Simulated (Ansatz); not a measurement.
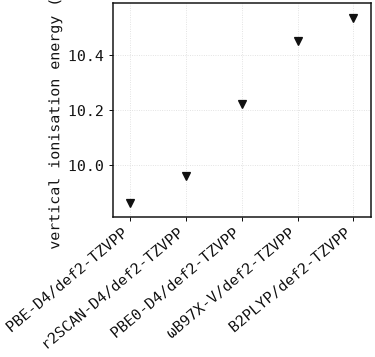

Vertical ionisation energy of C₃H₄O, SMILES C#CCO, taken as the energy of the cation less that of the neutral at fixed geometry (unrestricted doublet cation, cores frozen in correlated methods, no spin-orbit coupling), the Ansatz code 0.2.0, at a PBE0-D4/def2-TZVP geometry (a minimum by its frequencies).

What range do the values span?

Answer. From 9.86 eV (PBE-D4/def2-TZVPP) to 10.54 eV (B2PLYP/def2-TZVPP).

Give the values.

Answer.
| level | eV |
| --- | --- |
| PBE-D4/def2-TZVPP | 9.86 |
| r2SCAN-D4/def2-TZVPP | 9.96 |
| PBE0-D4/def2-TZVPP | 10.22 |
| ωB97X-V/def2-TZVPP | 10.45 |
| B2PLYP/def2-TZVPP | 10.54 |
